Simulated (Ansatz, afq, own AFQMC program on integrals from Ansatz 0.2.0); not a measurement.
# H₂Cl (doublet): quantum Monte Carlo beside coupled cluster at distance Cl1–H2 along a hydrogen transfer = 1.403 Å, cc-pVTZ

How near does AFQMC come to the top of the ladder for H₂Cl (doublet)?

Method: cc-pVTZ, frozen cores; program: Ansatz 0.2.0, Gaussian basis, and an in-house AFQMC program (afq) on its integrals; all values are calculated.

Plan: PBE (unrestricted); r2SCAN (unrestricted); PBE0 (unrestricted); B3LYP (unrestricted); CCSD(T) on UHF; wB97M-V (unrestricted); B2PLYP (unrestricted); CCSDT(Q) on UHF; Phaseless AFQMC, CISD trial on UHF.

## (1) The system

The geometry derives from fragments relaxed apart (PBE0/def2-TZVP) and kept rigid, so it is no stationary point. A hydrogen atom is moved between rigid fragments.

3 atoms, charge 0, spin multiplicity 2.

Atoms are counted from 1 here; the program's logs count them from 0.

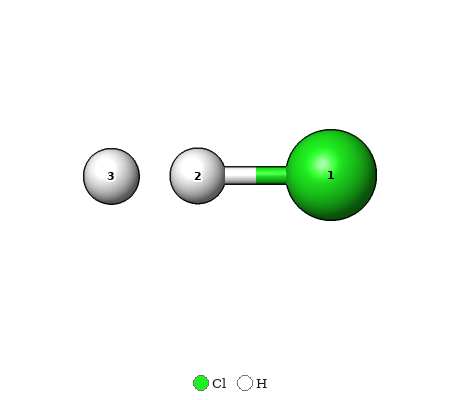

The geometry (chlorine green, hydrogen white); atoms are numbered from 1 in the order of the file.

## (2) PBE (unrestricted)

The input, in.yaml:

```yaml
crystal:
  periodic: [false, false, false]
  atoms:
    - {symbol: Cl, position_ang: [0.000000, 0.000000, -1.239000]}
    - {symbol: H, position_ang: [0.000000, 0.000000, 0.164000]}
    - {symbol: H, position_ang: [0.000000, 0.000000, 1.075000]}
basis:
  gaussian: {orbitals: cc-pVTZ}
magnetization: {spin_polarized: true, initial_magnetization: 1}
hamiltonian: {xc: {name: PBE}}
output: {orbitals: {seedname: orbitals}}
```

Run with:

```bash
ansatz run in.yaml --threads 1 --pin off --events-out ev --progress --plain --max-ram 5632MiB --backend cpu
```

The program printed:

```text
Functional definition: PBE
  name "PBE"
  cite "Perdew, Burke & Ernzerhof, Phys. Rev. Lett. 77, 3865 (1996) doi:10.1103/PhysRevLett.77.3865"
  parent pbe
  parameter kappa = 0.804
  parameter beta = 0.06672455060314922
  exchange = pbe_x(kappa = kappa, mu = beta*pi^2/3)
  correlation = pbe_c(beta = beta)
393 factors; their error is unknown
mean field evaluation 1: about -12547.6821 eV, gradient 7.2e0 eV
mean field evaluation 2: about -12547.7934 eV, gradient 7.1e0 eV
mean field evaluation 4: about -12548.0771 eV, gradient 6.4e-1 eV
mean field evaluation 8: about -12548.0686 eV, gradient 9.0e-3 eV
mean field -12548.06857741 eV, -461.1330148334 hartree, gradient 2.8e-5 eV, S^2 0.754172; 0 other end points of the search recorded, 0 dependent functions left out
reference -12548.06860558 eV, -461.1330158688 hartree; 10, 9 occupied and 52, 53 virtual orbitals, 393 factors
Total energy: -12548.06860558 eV, -461.1330158688 hartree
```

It took 0.54 s on 1 thread of AMD EPYC 7R13 (Zen 3), shared host; peak memory 1.6 GiB.

From the report: ⟨S²⟩ of the determinant 0.754 (pure doublet: 0.75).

## (3) r2SCAN (unrestricted)

Edit in.yaml of step 2 so:

```diff
@@ -9,3 +9,2 @@
 magnetization: {spin_polarized: true, initial_magnetization: 1}
-hamiltonian: {xc: {name: PBE}}
-output: {orbitals: {seedname: orbitals}}
+hamiltonian: {xc: {name: r2SCAN}}
```

Same command.

The program printed:

```text
Functional definition: r2SCAN
  name "r2SCAN"
  cite "Furness, Kaplan, Ning, Perdew & Sun, J. Phys. Chem. Lett. 11, 8208 (2020) doi:10.1021/acs.jpclett.0c02405"
  cite "Furness, Kaplan, Ning, Perdew & Sun, J. Phys. Chem. Lett. 11, 9248 (2020) doi:10.1021/acs.jpclett.0c03077"
  parent r2scan
  parameter k0 = 0.174
  parameter k1 = 0.065
  parameter a1 = 4.9479
  exchange = r2scan_x(k0 = k0, k1 = k1, a1 = a1)
  correlation = r2scan_c
393 factors; their error is unknown
mean field evaluation 1: about -12552.1058 eV, gradient 6.5e0 eV
mean field evaluation 2: about -12552.2828 eV, gradient 5.4e0 eV
mean field evaluation 4: about -12552.4364 eV, gradient 6.2e-1 eV
mean field evaluation 8: about -12552.4299 eV, gradient 1.1e-2 eV
mean field -12552.42986856 eV, -461.2932893270 hartree, gradient 6.7e-5 eV, S^2 0.757683; 0 other end points of the search recorded, 0 dependent functions left out
reference -12552.42987682 eV, -461.2932896305 hartree; 10, 9 occupied and 52, 53 virtual orbitals, 393 factors
Total energy: -12552.42987682 eV, -461.2932896305 hartree
```

Wall time 1.1 s (1 thread of AMD EPYC 7R13 (Zen 3), shared host); peak memory 1.6 GiB.

From the report: ⟨S²⟩ of the determinant 0.758 (pure doublet: 0.75).

## (4) PBE0 (unrestricted)

Edit in.yaml of step 3 so:

```diff
@@ -9,2 +9,3 @@
 magnetization: {spin_polarized: true, initial_magnetization: 1}
-hamiltonian: {xc: {name: r2SCAN}}
+hamiltonian: {xc: {name: PBE0}}
+output: {orbitals: {seedname: orbitals}}
```

Same command.

The program printed:

```text
Functional definition: PBE0
  name "PBE0"
  cite "Adamo & Barone, J. Chem. Phys. 110, 6158 (1999) doi:10.1063/1.478522"
  cite "Perdew, Burke & Ernzerhof, Phys. Rev. Lett. 77, 3865 (1996) doi:10.1103/PhysRevLett.77.3865"
  parent pbe
  parameter a = 0.25
  parameter kappa = 0.804
  parameter beta = 0.06672455060314922
  exchange = (1 - a)*pbe_x(kappa = kappa, mu = beta*pi^2/3) + a*exact_x
  correlation = pbe_c(beta = beta)
419 factors; their error is unknown
mean field evaluation 1: about -12548.7544 eV, gradient 5.3e0 eV
mean field evaluation 2: about -12548.9016 eV, gradient 3.9e0 eV
mean field evaluation 4: about -12548.9802 eV, gradient 2.8e-1 eV
mean field evaluation 8: about -12549.0564 eV, gradient 3.6e-2 eV
mean field -12549.05640970 eV, -461.1693170005 hartree, gradient 1.0e-5 eV, S^2 0.758368; 0 other end points of the search recorded, 0 dependent functions left out
reference -12549.05643129 eV, -461.1693177940 hartree; 10, 9 occupied and 52, 53 virtual orbitals, 419 factors
Total energy: -12549.05643129 eV, -461.1693177940 hartree
```

It took 0.54 s on 1 thread of AMD EPYC 7R13 (Zen 3), shared host; peak memory 1.6 GiB.

From the report: ⟨S²⟩ of the determinant 0.758 (pure doublet: 0.75).

## (5) B3LYP (unrestricted)

Edit in.yaml of step 4 so:

```diff
@@ -9,3 +9,2 @@
 magnetization: {spin_polarized: true, initial_magnetization: 1}
-hamiltonian: {xc: {name: PBE0}}
-output: {orbitals: {seedname: orbitals}}
+hamiltonian: {xc: {name: B3LYP}}
```

The command is unchanged.

The program printed:

```text
Functional definition: B3LYP
  name "B3LYP"
  cite "Stephens, Devlin, Chabalowski & Frisch, J. Phys. Chem. 98, 11623 (1994) doi:10.1021/j100096a001"
  cite "Becke, Phys. Rev. A 38, 3098 (1988) doi:10.1103/PhysRevA.38.3098"
  cite "Lee, Yang & Parr, Phys. Rev. B 37, 785 (1988) doi:10.1103/PhysRevB.37.785"
  cite "Vosko, Wilk & Nusair, Can. J. Phys. 58, 1200 (1980) doi:10.1139/p80-159"
  parameter a0 = 0.2
  parameter ax = 0.72
  parameter ac = 0.81
  exchange = (1 - a0 - ax)*slater_x + ax*b88_x + a0*exact_x
  correlation = (1 - ac)*vwn_rpa_c + ac*lyp_c
408 factors; their error is unknown
mean field evaluation 1: about -12553.5407 eV, gradient 5.8e0 eV
mean field evaluation 2: about -12553.6762 eV, gradient 4.6e0 eV
mean field evaluation 4: about -12553.7801 eV, gradient 2.9e-1 eV
mean field evaluation 8: about -12553.8387 eV, gradient 2.6e-2 eV
mean field -12553.83873436 eV, -461.3450641902 hartree, gradient 7.5e-6 eV, S^2 0.756630; 0 other end points of the search recorded, 0 dependent functions left out
reference -12553.83891771 eV, -461.3450709281 hartree; 10, 9 occupied and 52, 53 virtual orbitals, 408 factors
Total energy: -12553.83891771 eV, -461.3450709281 hartree
```

It took 0.51 s on 1 thread of AMD EPYC 7R13 (Zen 3), shared host; peak memory 1.6 GiB.

From the report: ⟨S²⟩ of the determinant 0.757 (pure doublet: 0.75).

## (6) CCSD(T) on UHF

Edit in.yaml of step 5 so:

```diff
@@ -9,2 +9,2 @@
 magnetization: {spin_polarized: true, initial_magnetization: 1}
-hamiltonian: {xc: {name: B3LYP}}
+correlation: {method: ccsd_t, electrons: outside_noble_gas, hamiltonian_folder: ham}
```

Run with:

```bash
ansatz run in.yaml --threads 1 --pin off --events-out ev --progress --plain --max-ram 16896MiB --backend cuda --devices 0, --max-vram 18GiB
```

The program printed (excerpt; [...] marks lines left out):

```text
Functional definition: HF
  name "HF"
  cite "Fock, Z. Phys. 61, 126 (1930) doi:10.1007/BF01340294"
  parent pbe
[...]
349 factors; integrals over basis functions are off by at most 1.3e-3 eV
[...]
mean field -12533.07801920 eV, -460.5821219801 hartree, gradient 2.9e-6 eV, S^2 0.783818; 1 other end points of the search recorded, 0 dependent functions left out
determinant -12533.07801920 eV, -460.5821219801 hartree, with singles and doubles -12539.54089521 eV, -460.8196282929 hartree
determinant -12530.80030250 eV, -460.4984174354 hartree, with singles and doubles -12537.20123044 eV, -460.7336471984 hartree
5 core orbitals not correlated: weight in the atoms' cores, before any rotation towards them, 1.000 or more for the frozen orbitals, at most 0.000 for the correlated occupied ones
reference -12533.07801920 eV, -460.5821219801 hartree; 5, 4 occupied and 52, 53 virtual orbitals, 349 factors
second order -5.74652602 eV of doubles, -0.00000000 eV of singles
cycle   1  -6.41784715 eV  change   -2.6e-1 eV  update   1.2e-2
[...]
cycle   8  -6.42744983 eV  change    3.2e-6 eV  update   7.3e-6
perturbative correction -0.22819969 eV, -0.0083861838 hartree
Total energy: -12539.73366871 eV, -460.8267125885 hartree
```

It took 4 s on 1 × NVIDIA H100 80GB HBM3 with 1 thread of AMD EPYC 7R13 (Zen 3), shared host; peak host memory 1.6 GiB.

From the report: ⟨S²⟩ of the determinant 0.784 (pure doublet: 0.75); correlation -6.6556 eV; T1 0.013; largest double amplitude 0.06.

This run also writes the integrals to the folder ham.

## (7) wB97M-V (unrestricted)

Edit in.yaml of step 6 so:

```diff
@@ -9,2 +9,3 @@
 magnetization: {spin_polarized: true, initial_magnetization: 1}
-correlation: {method: ccsd_t, electrons: outside_noble_gas, hamiltonian_folder: ham}
+hamiltonian: {xc: {name: wB97M-V}}
+output: {orbitals: {seedname: orbitals}}
```

Run with:

```bash
ansatz run in.yaml --threads 1 --pin off --events-out ev --progress --plain --max-ram 5632MiB --backend cpu
```

The program printed (excerpt; [...] marks lines left out):

```text
Functional definition: wB97M-V
  name "wB97M-V"
  cite "Mardirossian & Head-Gordon, J. Chem. Phys. 144, 214110 (2016) doi:10.1063/1.4952647"
  cite "Becke, J. Chem. Phys. 107, 8554 (1997) doi:10.1063/1.475007"
  cite "Vydrov & Van Voorhis, J. Chem. Phys. 133, 244103 (2010) doi:10.1063/1.3521275"
  # Of w^i u^j: cxij and so on, Table III.
[...]
  gx(w, u) = 1 - cx + cx01*u + cx10*w
  gss(w, u) = css00 + css04*u^4 + css10*w + css20*w^2 + css43*w^4*u^3
  gos(w, u) = cos00 + cos10*w + (cos20 + cos21*u)*w^2 + (cos60 + cos61*u)*w^6
[...]
      + integral(e_c_pw_mod_opposite_spin*gos(b97_w_opposite, b97_u_opposite)) + vv10(b, c)
396 factors; their error is unknown
84 factors; integrals over basis functions are off by at most 8.8e-5 eV
[...]
mean field -12552.14792257 eV, -461.2829280029 hartree, gradient 1.4e-5 eV, S^2 0.756106; 0 other end points of the search recorded, 0 dependent functions left out
reference -12552.14795043 eV, -461.2829290268 hartree; 10, 9 occupied and 52, 53 virtual orbitals, 396 factors
Total energy: -12552.14795043 eV, -461.2829290268 hartree
```

Wall time 1.8 s (1 thread of AMD EPYC 7R13 (Zen 3), shared host); peak memory 1.6 GiB.

From the report: ⟨S²⟩ of the determinant 0.756 (pure doublet: 0.75).

## (8) B2PLYP (unrestricted)

Edit in.yaml of step 7 so:

```diff
@@ -9,3 +9,3 @@
 magnetization: {spin_polarized: true, initial_magnetization: 1}
-hamiltonian: {xc: {name: wB97M-V}}
-output: {orbitals: {seedname: orbitals}}
+hamiltonian: {xc: {name: B2PLYP}}
+correlation: {electrons: outside_noble_gas}
```

Same command.

The program printed (excerpt; [...] marks lines left out):

```text
Functional definition: B2PLYP
  name "B2PLYP"
  cite "Grimme, J. Chem. Phys. 124, 034108 (2006) doi:10.1063/1.2148954"
  cite "Becke, Phys. Rev. A 38, 3098 (1988) doi:10.1103/PhysRevA.38.3098"
  cite "Lee, Yang & Parr, Phys. Rev. B 37, 785 (1988) doi:10.1103/PhysRevB.37.785"
[...]
349 factors; integrals over basis functions are off by at most 1.3e-3 eV
[...]
mean field -12547.66189475 eV, -461.1180695213 hartree, gradient 8.8e-6 eV, S^2 0.765135; 0 other end points of the search recorded, 0 dependent functions left out
5 core orbitals not correlated: weight in the atoms' cores, before any rotation towards them, 1.000 or more for the frozen orbitals, at most 0.000 for the correlated occupied ones
reference -12547.66201255 eV, -461.1180738506 hartree; 5, 4 occupied and 52, 53 virtual orbitals, 349 factors
second order -7.01693799 eV of doubles, -0.00000000 eV of singles
Total energy: -12549.55658581 eV, -461.1876981336 hartree
```

Wall time 0.82 s (1 thread of AMD EPYC 7R13 (Zen 3), shared host); peak memory 1.6 GiB.

From the report: ⟨S²⟩ of the determinant 0.765 (pure doublet: 0.75).

## (9) CCSDT(Q) on UHF

Edit in.yaml of step 8 so:

```diff
@@ -9,3 +9,2 @@
 magnetization: {spin_polarized: true, initial_magnetization: 1}
-hamiltonian: {xc: {name: B2PLYP}}
-correlation: {electrons: outside_noble_gas}
+correlation: {method: ccsdt_q, electrons: outside_noble_gas}
```

Run with:

```bash
ansatz run in.yaml --threads 1 --pin off --events-out ev --progress --plain --max-ram 16896MiB --backend cuda --devices 0, --max-vram 18GiB
```

The program printed (excerpt; [...] marks lines left out):

```text
Functional definition: HF
  name "HF"
  cite "Fock, Z. Phys. 61, 126 (1930) doi:10.1007/BF01340294"
  parent pbe
[...]
676 factors; integrals over basis functions are off by at most 2.1e-7 eV
[...]
mean field -12533.07802260 eV, -460.5821221050 hartree, gradient 2.9e-6 eV, S^2 0.783818; 1 other end points of the search recorded, 0 dependent functions left out
determinant -12533.07802260 eV, -460.5821221050 hartree, with singles and doubles -12539.54091055 eV, -460.8196288565 hartree
determinant -12530.80030225 eV, -460.4984174263 hartree, with singles and doubles -12537.20124745 eV, -460.7336478236 hartree
5 core orbitals not correlated: weight in the atoms' cores, before any rotation towards them, 1.000 or more for the frozen orbitals, at most 0.000 for the correlated occupied ones
reference -12533.07802260 eV, -460.5821221050 hartree; 5, 4 occupied and 52, 53 virtual orbitals, 676 factors
second order -5.74654150 eV of doubles, -0.00000000 eV of singles
cycle   1  -6.22382830 eV  change   -4.8e-1 eV  update   6.0e-2
[...]
cycle  15  -6.67401156 eV  change    3.7e-7 eV  update   1.2e-7
perturbative correction -0.00922067 eV, -0.0003388535 hartree
Total energy: -12539.76125483 eV, -460.8277263596 hartree
```

Run time: 7.5 s. Hardware: 1 × NVIDIA H100 80GB HBM3 with 1 thread of AMD EPYC 7R13 (Zen 3), shared host; peak host memory 1.6 GiB.

From the report: ⟨S²⟩ of the determinant 0.784 (pure doublet: 0.75); correlation -6.6832 eV; T1 0.014; largest double amplitude 0.06.

## (10) Phaseless AFQMC, CISD trial on UHF

It reads the integrals that the CCSD(T) run on this determinant wrote.

Run with:

```bash
afq ham --method phaseless --trial cisd --walkers 4000 --populations 20 --least-time 60 --time-step 0.005 --steps-per-block 50 --equilibration-blocks 28 --max-blocks 4000 --target-error 0.00018 --factor-cut 1e-05 --start spin_pure --seed 4855 --release-times 0.24,0.51,0.99,1.62,2.4 --release-step 0.03 --release-every 3 --taylor-order 6
```

The program printed:

```text
orbitals 57  electrons 5 4  factors 341 of 349
reference energy -460.58212198 Eh
CCSD correlation -0.23620436 Eh in 10 cycles, weight of the determinant in the CISD state 0.9082
energy of the start -460.817166 Eh
 block  time / (1/Eh)  mean weight  energy / Eh
     1     0.250  1.0002  -460.816656
     2     0.500  0.9999  -460.819860
     3     0.750  1.0001  -460.822579
     4     1.000  1.0001  -460.824161
     5     1.250  0.9998  -460.826249
     6     1.500  1.0002  -460.826254
     7     1.750  1.0000  -460.826956
     8     2.000  1.0000  -460.827412
     9     2.250  1.0000  -460.827254
    10     2.500  1.0002  -460.827672
    11     2.750  1.0003  -460.827996
    12     3.000  1.0002  -460.827541
    13     3.250  0.9999  -460.826877
    14     3.500  1.0001  -460.827503
    15     3.750  1.0000  -460.827911
    16     4.000  1.0000  -460.827142
    17     4.250  1.0002  -460.827450
    18     4.500  0.9997  -460.826797
    19     4.750  0.9998  -460.827126
    20     5.000  0.9999  -460.826698
    21     5.250  0.9997  -460.827402
    22     5.500  1.0003  -460.827008
    23     5.750  1.0002  -460.827015
    24     6.000  1.0003  -460.826757
    25     6.250  0.9997  -460.826872
    26     6.500  0.9998  -460.827467
    27     6.750  0.9997  -460.827842
    28     7.000  1.0000  -460.826803
    29     7.250  1.0002  -460.828151
    30     7.500  1.0003  -460.828167
    31     7.750  1.0002  -460.827937
    32     8.000  1.0000  -460.827963
    33     8.250  1.0000  -460.827790
    34     8.500  1.0000  -460.827960
    35     8.750  0.9997  -460.827954
    36     9.000  0.9998  -460.828476
    37     9.250  1.0000  -460.828201
    38     9.500  1.0000  -460.828132
    39     9.750  0.9998  -460.827548
    40    10.000  1.0002  -460.827915
    41    10.250  1.0002  -460.827683
    42    10.500  1.0000  -460.827500
    43    10.750  1.0002  -460.827606
    44    11.000  0.9999  -460.827828
    45    11.250  1.0000  -460.827928
    46    11.500  0.9997  -460.827523
    47    11.750  1.0003  -460.827147
    48    12.000  1.0002  -460.827636
    49    12.250  0.9999  -460.827461
    50    12.500  1.0000  -460.827442
    51    12.750  0.9998  -460.828010
    52    13.000  1.0001  -460.827559
    53    13.250  1.0002  -460.827619
    54    13.500  1.0001  -460.827597
    55    13.750  0.9998  -460.827971
    56    14.000  0.9999  -460.827225
    57    14.250  1.0002  -460.827783
    58    14.500  1.0002  -460.827494
    59    14.750  0.9999  -460.827355
    60    15.000  0.9999  -460.827053
    61    15.250  0.9999  -460.826750
    62    15.500  1.0000  -460.826812
    63    15.750  1.0000  -460.827211
    64    16.000  1.0001  -460.828078
    65    16.250  1.0003  -460.827879
    66    16.500  0.9999  -460.827270
    67    16.750  0.9998  -460.827152
    68    17.000  0.9999  -460.827745
    69    17.250  1.0000  -460.827282
    70    17.500  0.9997  -460.827566
    71    17.750  0.9999  -460.827796
    72    18.000  0.9999  -460.827516
    73    18.250  0.9998  -460.827543
    74    18.500  0.9999  -460.827350
    75    18.750  0.9999  -460.826914
    76    19.000  1.0003  -460.827283
    77    19.250  1.0001  -460.827547
    78    19.500  0.9998  -460.827142
error from the spread of 20 populations
released: time / (1/Eh)  energy / Eh  error  mean overlap
  0.24  -460.827609  0.000085  1.0003
  0.51  -460.827674  0.000070  0.9990
  0.99  -460.827637  0.000082  0.9981
  1.62  -460.827785  0.000108  0.9931
  2.40  -460.827869  0.000109  0.9865
energy -460.827609 +/- 0.000095 Eh
```

Run time: 85 s. Hardware: 1 × NVIDIA H100 80GB HBM3 with 2 threads of AMD EPYC 7R13 (Zen 3), shared host; peak host memory 1.6 GiB.

Energy -12539.7581 ± 0.0026 eV. Caveats: constraint bias not in the error.

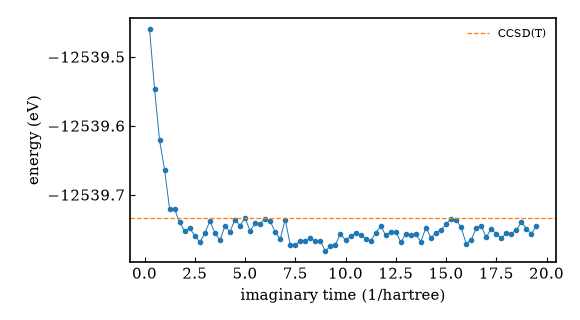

Block energies along the walk.

## (11) AFQMC on the ladder

On the UHF determinant, counted from CCSDT(Q) (a yardstick, not exact):

```csv
level,energy (eV),from CCSDT(Q) (meV),statistical error (meV),time
HF,-12533.0780,+6683.2,,
MP2,-12538.8245,+936.7,,
CCSD,-12539.5055,+255.8,,
CCSD(T),-12539.7337,+27.6,,
CCSDT(Q),-12539.7613,0.0,,
"Phaseless AFQMC, CISD trial, step 0.005, 4000 walkers",-12539.7581,+3.2,2.6,85 s
```

The functionals' totals stand on their own zeros and serve differences with other points: PBE -12548.069 eV; r2SCAN -12552.430 eV; PBE0 -12549.056 eV; B3LYP -12553.839 eV; wB97M-V -12552.148 eV; B2PLYP -12549.557 eV.

## (12) Summary of results

| quantity | value |
| --- | --- |
| CCSD(T) on UHF from CCSDT(Q) | +27.6 meV |
| Phaseless AFQMC, CISD trial on UHF from CCSDT(Q) | +3.2 ± 2.6 meV |

In words: On UHF the phaseless walk with the CISD trial lies +3.2 meV from CCSDT(Q), within three error bars. Error bars are statistical and leave out the constraint, the time step and what remains of the start.
